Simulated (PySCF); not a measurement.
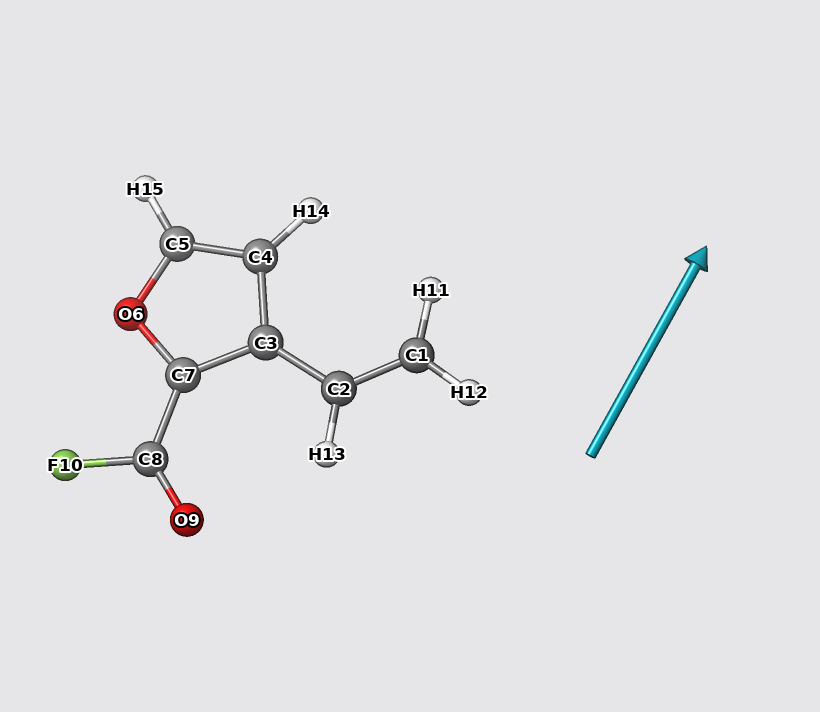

The arrow beside the molecule shows the direction of the dipole moment, from the negative to the positive end (its length means nothing). Computed geometry: GFN2-xTB optimisation. No frequency run is at hand to confirm it as a minimum. Method: PBE0/def2-SVPD, gas phase (PySCF 2.14.0).

Q: Estimate the dipole moment.

A: 4.72 D; it points from the side of O9, F10 to the side of H14 (the outermost atoms at the two ends).
